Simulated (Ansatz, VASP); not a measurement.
**C3N4 in two plane-wave programs**

One calculation is typed for both programs; each brings its own data sets. How far apart do they land? Of the first pair: The structure shown is the end of the VASP relaxation below. Valence electrons are named where the data sets of a main pair hold unlike numbers.

Program: Ansatz 0.2.0. Level of theory: plane waves, with VASP 6.6.1 beside it; single point at r2SCAN and band structure at r2SCAN. Results are calculated unless marked as measured.

## Step 1: The starting structure

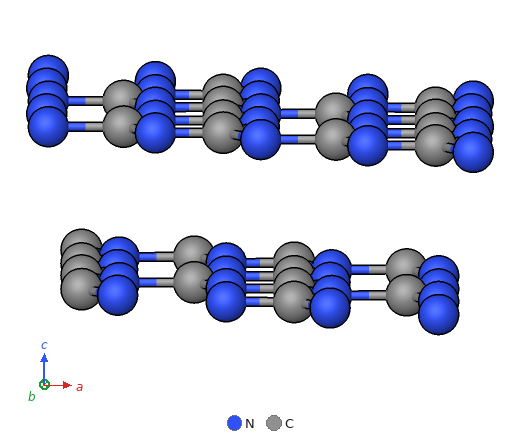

The cell as given, nearly edge on (nitrogen blue, carbon grey). 2×2×1 cells are drawn. Bonds to atoms that aren't drawn are left out. Some periodic images of atoms are drawn too.

The cell holds 14 atoms: 8 N and 6 C. Cell: a = 4.784 Å, b = 4.784 Å, c = 18.580 Å, α = 90.0°, β = 90.0°, γ = 120.0°. It derives from C3N4. As first built, before any earlier steps moved the atoms (in the runner's words): kind sheets cut from a layered crystal; sheets 2. Vacuum lies along c.

Structure file:

```xyz
14
Lattice="4.7844 0.0000 0.0000 -2.3922 4.1434 0.0000 0.0000 0.0000 18.5800" Properties=species:S:1:pos:R:3
N     1.2235    2.0559   10.9469
N     2.3922    0.0316   10.9469
N     3.5609    2.0559   10.9469
N     0.0000    0.0000   10.9445
N     3.6155    0.6749    7.6409
N     2.3922    2.7936    7.6409
N     1.1690    0.6749    7.6409
N     0.0000    2.7623    7.6350
C     1.2697    0.7330   10.9465
C     3.5148    0.7330   10.9465
C     2.3922    2.6773   10.9465
C     1.2676    3.4942    7.6410
C    -1.2676    3.4942    7.6410
C     0.0000    1.2986    7.6410
```

## Step 2: VASP: relaxation, r2SCAN

This run makes the geometry at which the two programs are then compared.

Lines of VASP's logs that name or quote its potential files are left out, and so is its time.

Contents of INCAR:

```
SYSTEM = C3N4
PREC = Normal
ENCUT = 400
EDIFF = 1E-05
NELM = 120
ISMEAR = 0
SIGMA = 0.05
LREAL = Auto
ALGO = Normal
METAGGA = R2SCAN
LASPH = .TRUE.
NBANDS = 46
LORBIT = 11
LWAVE = .FALSE.
LCHARG = .FALSE.
KPAR = 4
IBRION = 2
NSW = 40
ISIF = 2
EDIFFG = -0.03
POTIM = 0.4
MAXMIX = 40
IDIPOL = 3
LDIPOL = .TRUE.
DIPOL = 0.5 0.5 0.5
```

Contents of POSCAR:

```
C3N4
1.0
    4.7844338280      0.0000000000      0.0000000000
   -2.3922169140      4.1434412380      0.0000000000
    0.0000000000      0.0000000000     18.5800174523
N C
8 6
Direct
    0.5034710000      0.4965290000      0.5963405300
    0.5034710000      0.0069420000      0.5963405300
    0.9930580000      0.4965290000      0.5963405300
    0.0000000000      0.0000000000      0.5957418090
    0.8368043330      0.1631956670      0.4042581910
    0.8368043330      0.6736086670      0.4042581910
    0.3263913330      0.1631956670      0.4042581910
    0.3333333330      0.6666666670      0.4036594700
    0.3528406670      0.1764203330      0.5962502510
    0.8235796670      0.1764203330      0.5962502510
    0.8235796670      0.6471593330      0.5962502510
    0.6861740000      0.8430870000      0.4041679120
    0.1569130000      0.8430870000      0.4041679120
    0.1569130000      0.3138260000      0.4041679120
```

Contents of KPOINTS:

```
Automatic mesh
0
Gamma
6 6 1
0 0 0
```

PAW data sets: N and C (PBE family, release 64).

On the command line:

```sh
mpirun -np 4 vasp_std
```

Numbers of over 12 decimals in the logs are rounded to 6 here.

The program printed:

```text
[banner, memory and clock lines left out]
running    4 mpi-ranks, on    1 nodes
 distrk:  each k-point on    1 cores,    4 groups
 distr:  one band on    1 cores,    1 groups

 POSCAR found type information on POSCAR N C
 POSCAR found :  2 types and      14 ions
|                                                                             |
|               ----> ADVICE to this user running VASP <----                  |
|                                                                             |
|     You enforced a specific xc type in the INCAR file but a different       |
|     [... a line on the potential file left out ...]
|     I HOPE YOU KNOW WHAT YOU ARE DOING!                                     |
|                                                                             |

 LDA part: xc-table for (None), standard interpolation
 POSCAR, INCAR and KPOINTS ok, starting setup
 FFT: planning ... GRIDC
 FFT: planning ... GRID_SOFT
 FFT: planning ... GRID
 WAVECAR not read
 entering main loop
       N       E                     dE             d eps       ncg     rms          rms(c)
DAV:   1     0.461155037281E+03    0.46116E+03   -0.25059E+04   700   0.938E+02
DAV:   2    -0.946836620343E+02   -0.55584E+03   -0.52622E+03   900   0.273E+02
DAV:   3    -0.156295934113E+03   -0.61612E+02   -0.60989E+02   768   0.999E+01
DAV:   4    -0.157557740604E+03   -0.12618E+01   -0.12554E+01   864   0.163E+01
DAV:   5    -0.157590320061E+03   -0.32579E-01   -0.32535E-01   842   0.231E+00    0.192E+01
DAV:   6    -0.128433748920E+03    0.29157E+02   -0.11426E+01   786   0.177E+01    0.109E+01
DAV:   7    -0.127894609249E+03    0.53914E+00   -0.31531E+00   788   0.773E+00    0.643E+00
DAV:   8    -0.127762813292E+03    0.13180E+00   -0.69646E-01   800   0.367E+00    0.135E+00
DAV:   9    -0.127748466718E+03    0.14347E-01   -0.65150E-02   800   0.154E+00    0.445E-01
DAV:  10    -0.127751473075E+03   -0.30064E-02   -0.14866E-02   784   0.586E-01    0.183E-01
DAV:  11    -0.127754005548E+03   -0.25325E-02   -0.34287E-03   784   0.302E-01    0.879E-02
DAV:  12    -0.127755730437E+03   -0.17249E-02   -0.69539E-04   776   0.130E-01    0.550E-02
DAV:  13    -0.127758945870E+03   -0.32154E-02   -0.28727E-03   726   0.172E-01    0.450E-02
DAV:  14    -0.127759619809E+03   -0.67394E-03   -0.37527E-04   740   0.733E-02    0.217E-02
DAV:  15    -0.127760260364E+03   -0.64056E-03   -0.10718E-04   656   0.497E-02    0.990E-03
DAV:  16    -0.127760546717E+03   -0.28635E-03   -0.41029E-05   666   0.326E-02    0.682E-03
DAV:  17    -0.127760850748E+03   -0.30403E-03   -0.42363E-05   630   0.294E-02    0.501E-03
DAV:  18    -0.127760928795E+03   -0.78047E-04   -0.69186E-06   530   0.181E-02    0.420E-03
DAV:  19    -0.127760981422E+03   -0.52627E-04   -0.41529E-06   494   0.129E-02    0.367E-03
DAV:  20    -0.127760995798E+03   -0.14375E-04   -0.86993E-07   520   0.628E-03    0.349E-03
DAV:  21    -0.127760978843E+03    0.16954E-04   -0.11832E-06   480   0.724E-03    0.346E-03
DAV:  22    -0.127760974233E+03    0.46107E-05   -0.11333E-07   576   0.212E-03
   1 F= -.12776097E+03 E0= -.12776097E+03  d E =-.127761E+03
[... from here on, the cycles between the ionic steps are left out ...]
   2 F= -.12775344E+03 E0= -.12775344E+03  d E =0.753256E-02
  19 F= -.12778507E+03 E0= -.12778507E+03  d E =-.246027E-02
  20 F= -.12779104E+03 E0= -.12779104E+03  d E =-.842731E-02
  21 F= -.12779817E+03 E0= -.12779817E+03  d E =-.155617E-01
  22 F= -.12779850E+03 E0= -.12779850E+03  d E =-.158886E-01
  23 F= -.12779869E+03 E0= -.12779869E+03  d E =-.160796E-01
  24 F= -.12780022E+03 E0= -.12780022E+03  d E =-.153202E-02
  25 F= -.12780024E+03 E0= -.12780024E+03  d E =-.154867E-02
  26 F= -.12780030E+03 E0= -.12780030E+03  d E =-.161444E-02
  27 F= -.12780057E+03 E0= -.12780057E+03  d E =-.264817E-03
  28 F= -.12780082E+03 E0= -.12780082E+03  d E =-.511905E-03
 curvature:  -0.96 expect dE=-0.556E-03 dE for cont linesearch -0.170E-05
 trial: gam= 0.67932 g(F)=  0.579E-03 g(S)=  0.000E+00 ort = 0.459E-04 (trialstep = 0.545E+00)
 search vector abs. value=  0.119E-02
 bond charge predicted
       N       E                     dE             d eps       ncg     rms          rms(c)
DAV:   1    -0.127800917889E+03   -0.11183E-03   -0.55775E-02   644   0.109E+00    0.388E-02
DAV:   2    -0.127800732238E+03    0.18565E-03   -0.83776E-04   722   0.138E-01    0.505E-02
DAV:   3    -0.127800860865E+03   -0.12863E-03   -0.72616E-05   694   0.533E-02    0.475E-02
DAV:   4    -0.127800972921E+03   -0.11206E-03   -0.64385E-05   668   0.536E-02    0.173E-02
DAV:   5    -0.127800974107E+03   -0.11861E-05   -0.13045E-05   550   0.250E-02
  29 F= -.12780097E+03 E0= -.12780097E+03  d E =-.158768E-03
 trial-energy change:   -0.000159  1 .order   -0.000186   -0.000333   -0.000039
 step:   0.6174(harm=  0.6174)  dis= 0.00072  next Energy=  -127.801004 (dE=-0.188E-03)
 reached required accuracy - stopping structural energy minimisation
```

From OUTCAR (step 2):

```text
ion  position               nearest neighbor table
   1  0.503  0.497  0.596-  11 1.33   9 1.33
   2  0.503  0.007  0.596-   9 1.33  10 1.33
   3  0.993  0.497  0.596-  11 1.33  10 1.33
   4  0.000  0.000  0.596-  10 1.46   9 1.46  11 1.46
   5  0.837  0.163  0.404-  14 1.33  12 1.33
   6  0.837  0.674  0.404-  12 1.33  13 1.33
   7  0.326  0.163  0.404-  14 1.33  13 1.33
   8  0.333  0.667  0.404-  13 1.46  12 1.46  14 1.46
   9  0.353  0.176  0.596-   2 1.33   1 1.33   4 1.46
  10  0.824  0.176  0.596-   2 1.33   3 1.33   4 1.46
  11  0.824  0.647  0.596-   3 1.33   1 1.33   4 1.46
  12  0.686  0.843  0.404-   6 1.33   5 1.33   8 1.46
  13  0.157  0.843  0.404-   6 1.33   7 1.33   8 1.46
  14  0.157  0.314  0.404-   7 1.33   5 1.33   8 1.46

  LATTYP: Found a hexagonal cell.
 ALAT       =     4.7844338280
 C/A-ratio  =     3.8834307507

 Subroutine GETGRP returns: Found  6 space group operations
 (whereof  6 operations were pure point group operations)

The static configuration has the point symmetry C_3v.

 Found      7 irreducible k-points:

   k-points           NKPTS =      7   k-points in BZ     NKDIM =      7   number of bands    NBANDS=     46

   dimension x,y,z NGX =    24 NGY =   24 NGZ =   96
   dimension x,y,z NGXF=    48 NGYF=   48 NGZF=  192

   ENCUT  =  400.0 eV  29.40 Ry    5.42 a.u.   7.80  7.80 30.30*2*pi/ulx,y,z

   NELECT =      64.0000    total number of electrons

 k-points in reciprocal lattice and weights: Automatic mesh
   0.00000000  0.00000000  0.00000000       0.028
   0.16666667  0.00000000  0.00000000       0.167
   0.33333333 -0.00000000  0.00000000       0.167
   0.50000000  0.00000000  0.00000000       0.083
   0.16666667  0.16666667  0.00000000       0.167
   0.33333333  0.16666667  0.00000000       0.333
   0.33333333  0.33333333  0.00000000       0.056

 dipolmoment           0.000000      0.000000      0.002223 electrons x Angstroem

 average (electrostatic) potential at core
       1 -73.6622       2 -73.6622       3 -73.6622       4 -75.7861       5 -73.6950
       6 -73.6950       7 -73.6950       8 -75.8046       9 -61.3149      10 -61.3150
      11 -61.3149      12 -61.3429      13 -61.3430      14 -61.3429

 E-fermi :  -1.6845

 k-point     1 :       0.0000    0.0000    0.0000
  band No.  band energies     occupation
    ...
     28      -4.4935      2.00000
     29      -1.9750      2.00000
     30      -1.9745      2.00000
     31      -1.9523      2.00000
     32      -1.9517      2.00000
     33      -0.0437      0.00000
     34      -0.0437      0.00000
     35       0.2257      0.00000
     36       0.2257      0.00000
     37       2.4036      0.00000
    ...

 k-point     2 :       0.1667    0.0000    0.0000
  band No.  band energies     occupation
    ...
     28      -4.1992      2.00000
     29      -2.5350      2.00000
     30      -2.5159      2.00000
     31      -2.0877      2.00000
     32      -2.0662      2.00000
     33       0.1417      0.00000
     34       0.4251      0.00000
     35       0.4682      0.00000
     36       0.7500      0.00000
     37       2.6514      0.00000
    ...

 k-point     3 :       0.3333   -0.0000    0.0000
  band No.  band energies     occupation
    ...
     28      -4.0377      2.00000
     29      -3.9167      2.00000
     30      -3.9003      2.00000
     31      -2.3182      2.00000
     32      -2.2992      2.00000
     33       0.5467      0.00000
     34       0.8160      0.00000
     35       1.6092      0.00000
     36       1.8309      0.00000
     37       3.3602      0.00000
    ...

  Total       -7.7270135     -7.7270135     -5.6595364     -0.0000000      0.0000000      0.0000000
  in kB      -33.6112294    -33.6112295    -24.6180466     -0.0000000      0.0000000      0.0000000
  external PRESSURE =     -30.6135018 kB  Pullay stress =       0.0000000 kB

  energy-cutoff  :      400.00
  volume of cell :      368.33
      direct lattice vectors                 reciprocal lattice vectors
     4.784433828  0.000000000  0.000000000     0.209011147  0.120672642  0.000000000
    -2.392216914  4.143441238  0.000000000     0.000000000  0.241345283  0.000000000
     0.000000000  0.000000000 18.580017452     0.000000000  0.000000000  0.053821263

 POSITION                                       TOTAL-FORCE (eV/Angst)
 -----------------------------------------------------------------------------------
      1.22349      2.05591     10.94693         0.005489     -0.003169      0.010458
      2.39222      0.03162     10.94693        -0.000000      0.006338      0.010458
      3.56094      2.05591     10.94693        -0.005489     -0.003169      0.010458
      0.00000      0.00000     10.94448         0.000000      0.000000     -0.014194
      3.61546      0.67491      7.64094         0.003455     -0.001995     -0.003145
      2.39222      2.79362      7.64094         0.000000      0.003989     -0.003145
      1.16898      0.67491      7.64094        -0.003455     -0.001995     -0.003145
     -0.00000      2.76229      7.63495         0.000000      0.000000     -0.007164
      1.26967      0.73305     10.94651        -0.009067     -0.005235      0.003265
      3.51476      0.73305     10.94651         0.009067     -0.005235      0.003265
      2.39222      2.67735     10.94651        -0.000000      0.010469      0.003265
      1.26761      3.49415      7.64103         0.002166      0.001250     -0.003459
     -1.26761      3.49415      7.64103        -0.002166      0.001250     -0.003459
      0.00000      1.29858      7.64103         0.000000     -0.002501     -0.003459
 -----------------------------------------------------------------------------------
    total drift:                                0.000040      0.000182      0.000893

  FREE ENERGIE OF THE ION-ELECTRON SYSTEM (eV)
  ---------------------------------------------------
  free  energy   TOTEN  =      -127.8009741072 eV

  energy  without entropy=     -127.8009741072  energy(sigma->0) =     -127.80097411

 reached required accuracy - stopping structural energy minimisation

 vacuum level on the upper side and lower side of the slab         2.850         2.819

 total charge
# of ion       s       p       d       tot
------------------------------------------
    1        1.290   2.651   0.000   3.941
    2        1.290   2.651   0.000   3.941
    3        1.290   2.651   0.000   3.941
    4        1.220   2.623   0.000   3.843
    5        1.290   2.649   0.000   3.939
    6        1.290   2.649   0.000   3.939
    7        1.290   2.649   0.000   3.939
    8        1.220   2.624   0.000   3.844
    9        0.861   1.703   0.000   2.564
   10        0.861   1.703   0.000   2.564
   11        0.861   1.703   0.000   2.564
   12        0.860   1.702   0.000   2.563
   13        0.860   1.702   0.000   2.563
   14        0.860   1.702   0.000   2.563
--------------------------------------------------
tot         15.344  31.362   0.000  46.706

[... 3 further parts left out ...]
```

CONTCAR:

```
C3N4
   1.00000000000000
     4.7844338280000001    0.0000000000000000    0.0000000000000000
    -2.3922169140000000    4.1434412380000003    0.0000000000000000
     0.0000000000000000    0.0000000000000000   18.5800174523000017
  N               C
     8     6
Direct
     0.5038153428686399    0.4961846571313599    0.5891778497132111
     0.5038153428686399    0.0076306857372871    0.5891778497132111
     0.9923693142627127    0.4961846571313599    0.5891778497132111
     0.0000000000000000    0.0000000000000000    0.5890457358123430
     0.8371140734411859    0.1628859265588138    0.4112451601923945
     0.8371140734411859    0.6742281478823687    0.4112451601923945
     0.3257718521176310    0.1628859265588138    0.4112451601923945
     0.3333333329999988    0.6666666670000012    0.4109228804039425
     0.3538349122663965    0.1769174556332000    0.5891549210207356
     0.8230825443668001    0.1769174556332000    0.5891549210207356
     0.8230825443668001    0.6461650877336035    0.5891549210207356
     0.6865935061683688    0.8432967530841810    0.4112498406682265
     0.1567032469158191    0.8432967530841810    0.4112498406682265
     0.1567032469158191    0.3134064938316312    0.4112498406682265
```

The gap is read on the k-mesh alone, so it is an upper bound where the band edges lie off the mesh. The PAW data sets were made with PBE, which is usual practice but a small mismatch for other functionals. The run keeps the 6 symmetry operations of its start, so it cannot find a distortion of lower symmetry.

[end of part 1 of 3]

[Lines on the potential files, build, host, timing and source positions are cut from VASP's logs without a mark.]

[Logs are printed without paths, hosts, clocks, repeated set-up lines and the standing remarks that a program may print on its own settings, such as how far it seeks lower states.]

[Hosts, paths, dates, database ids (printed as entryN), source tags and the programs' standing remarks are cut or masked in the printed files.]
